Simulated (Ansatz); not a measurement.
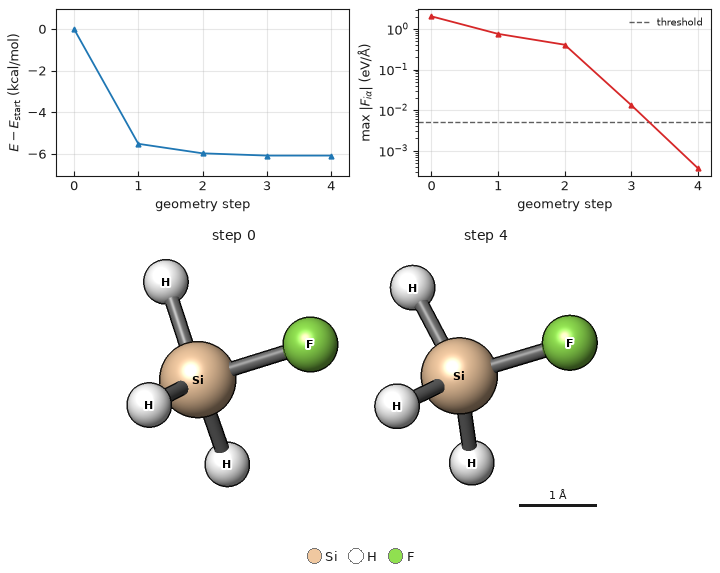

First and last geometry of a relaxation of SiH3F, with the history of the run. Style: ball-and-stick. Shown from a free direction.

It is one of the separated reactants of a reaction.

Level of theory: RKS PBE0-D4/def2-TZVP in Ansatz 0.2.0. Settings: force threshold 0.005 eV/Å; at most 200 steps.

What do the curves and the structures tell?

Answer. It converged. The atom that moves furthest after the best rigid fit is the Si atom (0.14 Å). By element the largest moves are Si 0.14 Å, F 0.11 Å, H 0.10 Å. Some distances before and after: F–Si 1.637 → 1.600 Å, H–Si 1.492 → 1.482 Å. Among the angles between lasting bonds that change: H–Si–F 98.6° → 108.3°, H–Si–F 99.9° → 108.3°, H–Si–H 118.4° → 110.6°. Over 4 geometry steps the energy falls by 6.08 kcal/mol. Largest force component: 2 eV/Å at the start, 0.00037 eV/Å at the end.

```csv
step,"E − E(0), kcal/mol","largest force component, eV/Å"
0,0.00,2.0462
1,-5.51,0.7568
2,-5.97,0.4089
3,-6.08,0.0132
4,-6.08,0.0004
```
